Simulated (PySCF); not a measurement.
# One shape, several levels: HNO (nitroxyl)

Wanted: a comparison of 4 runs (PBE/STO-6G, UPBE0/STO-6G, wB97X-V/STO-6G, NEVPT2(12,9)/STO-6G) of HNO (nitroxyl). 

The calculation is run with PySCF 2.14.0.

10 further runs of the same task are left out: 1 that didn't finish, 9 set aside as unsound or not needed.

### Step 1. The molecule

HNO: 3 atoms, total charge 0, spin state singlet. As SMILES, `N=O`. The N1–H3 distance was set to 1.276 Å, away from the relaxed value.

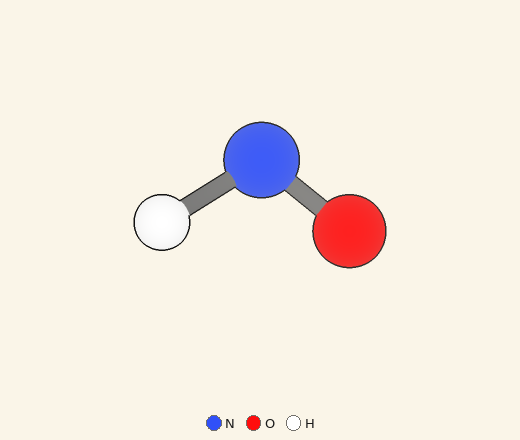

Viewed from a chosen angle; nitrogen blue, oxygen red, hydrogen white.

### Step 2. The energy at PBE/STO-6G (run 1)

calc.py

```python
from pyscf import gto, dft

mol = gto.M(
    atom='N -0.246126 0.517314 -0.072729; O 0.792874 0.601724 0.500931; H -0.471600 -0.709980 -0.339350',
    basis='sto-6g',
    max_memory=1860,
    verbose=3,
    spin=0,
)

mf = dft.RKS(mol)
mf.xc = 'pbe'
mf.grids.level = 5
mf.conv_tol = 1e-10
mf.kernel()
if not mf.converged:
    mf = mf.newton().run(mf.mo_coeff, mf.mo_occ)

e_final = mf.e_tot
print('E(%s) = %.9f' % ('PBE', e_final))
```

Launch:

```console
$ OMP_NUM_THREADS=1 python calc.py
```

The program printed:

```text
converged SCF energy = -129.808351884881
E(PBE) = -129.808351885
```

It took 1.7 s on 1 thread of Arm Neoverse V1, shared host; peak memory 0.15 GiB.

### Step 3. The energy at UPBE0/STO-6G (run 2)

input.py

```python
from pyscf import gto, dft

molecule = gto.M(
    atom='''
N   -0.246126   0.517314  -0.072729
O    0.792874   0.601724   0.500931
H   -0.471600  -0.709980  -0.339350
''',
    max_memory=1860,
    verbose=4,
    basis='sto-6g',
)

myscf = dft.UKS(molecule)
myscf.xc = 'pbe0'
myscf.conv_tol = 1e-10
myscf.grids.level = 5
myscf.kernel()
if not myscf.converged:
    myscf = myscf.newton().run(myscf.mo_coeff, myscf.mo_occ)
for _ in range(3):
    mo, _, stable, _ = myscf.stability(return_status=True)
    if stable:
        break
    myscf.kernel(myscf.make_rdm1(mo, myscf.mo_occ))

energy = myscf.e_tot
print('E(%s) = %.9f' % ('PBE0', energy))
```

Launch:

```console
$ OMP_NUM_THREADS=1 python input.py
```

The program printed:

```text
PySCF version 2.14.0

[... 96 lines left out ...]
converged SCF energy = -129.809695495661  <S^2> = 1.4210855e-13  2S+1 = 1
[... 88 lines left out ...]
converged SCF energy = -129.809785891907  <S^2> = 0.080105973  2S+1 = 1.149097
[... 2 lines left out ...]
E(PBE0) = -129.809785892
```

Wall time 9 s (1 thread of Arm Neoverse V1, shared host); peak memory 0.3 GiB.

Run 3 isn't shown in full; the table further down has it.

### Step 4. The energy at NEVPT2(12,9)/STO-6G (run 4)

calc.py

```python
import numpy
from pyscf import gto, scf, mp, mcscf, mrpt

system = gto.Mole()
system.atom = [
    ('N', (-0.246126, 0.517314, -0.072729)),
    ('O', (0.792874, 0.601724, 0.500931)),
    ('H', (-0.471600, -0.709980, -0.339350)),
]
system.basis = 'sto-6g'
system.spin = 0
system.verbose = 3
system.charge = 0
system.max_memory = 1860
system.build()

mf = system.RHF()
mf.conv_tol = 1e-10
mf.kernel()
if not mf.converged:
    mf = mf.newton().run(mf.mo_coeff, mf.mo_occ)

pt = mp.MP2(scf.addons.convert_to_uhf(mf)).run()
noons, natorbs = mcscf.addons.make_natural_orbitals(pt)
print('natural occupations', numpy.round(noons[:40], 4))
cas = mcscf.CASSCF(mf, 9, 12)
cas.fix_spin_(ss=0.0)
cas.natorb = True
cas.kernel(natorbs)
e_pt2 = mrpt.NEVPT(cas).kernel()
etot = cas.e_tot + e_pt2
print('Final energy', etot)
```

Launch:

```console
$ OMP_NUM_THREADS=1 python calc.py
```

The program printed:

```text
converged SCF energy = -129.274609308697
E(UMP2) = -129.407392221615  E_corr = -0.132782912917332
E(SCS-UMP2) = -129.412433342588  E_corr = -0.137824033890568
natural occupations [2.     2.     1.9977 1.9956 1.9901 1.9769 1.9721 1.9321 0.0738 0.0334
 0.0282]
CASSCF energy = -129.439379408780
CASCI E = -129.439379408780  E(CI) = -42.6830448892986  S^2 = 0.0000000
Sr    (-1)',   E = -0.00000000000000
Si    (+1)',   E = -0.00003534583537
Sijrs (0)  ,   E = 0.00000000000000
Sijr  (+1) ,   E = -0.00000000000000
Srsi  (-1) ,   E = -0.00000000000000
Srs   (-2) ,   E = 0.00000000000000
Sij   (+2) ,   E = -0.00006274231500
Sir   (0)' ,   E = -0.00000000000000
Nevpt2 Energy = -0.000098088150371
Final energy -129.4394774969308
```

Wall time 4.5 s (1 thread of Arm Neoverse V1, shared host); peak memory 0.14 GiB.

### Step 5. Overview of the runs

```
run                level  follow instability  nlc grid  energy (Eh)  dipole moment (D) of the reference  HOMO energy (eV)  LUMO energy (eV)  wall time
  1           PBE/STO-6G                   –         –  -129.808352                                0.78             -2.53             -1.32      1.7 s
  2         UPBE0/STO-6G                 yes         –  -129.809786                                0.93             -4.32              0.28        9 s
  3       wB97X-V/STO-6G                   –         1  -129.907940                                0.91             -6.74              2.99      7.5 s
  4  NEVPT2(12,9)/STO-6G                   –         –  -129.439477                                1.16             -8.72              5.97      4.5 s
```

### Step 6. What came out

| quantity | value |
| --- | --- |
| run 4: total energy | -129.43948 Eh |
| run 4: dipole moment (Hartree–Fock density) | 1.16 D |
| run 4: HOMO energy (Hartree–Fock orbitals) | -8.72 eV |
| run 4: LUMO energy (Hartree–Fock orbitals) | 5.97 eV |
| run 4: HOMO–LUMO gap (Hartree–Fock orbitals) | 14.69 eV |

What this shows: Over runs 1, 2, 3 the dipole moment (its size) runs from 0.78 D (PBE/STO-6G) to 0.93 D (UPBE0/STO-6G). Over runs 1, 2, 3 the HOMO–LUMO gap runs from 1.21 eV (PBE/STO-6G) to 9.74 eV (wB97X-V/STO-6G). Totals of different functionals can't be ranked against each other. In runs 1, 2, 3, 4 the basis is minimal, so the values are rough. All runs together took 23 s, the longest 9 s.
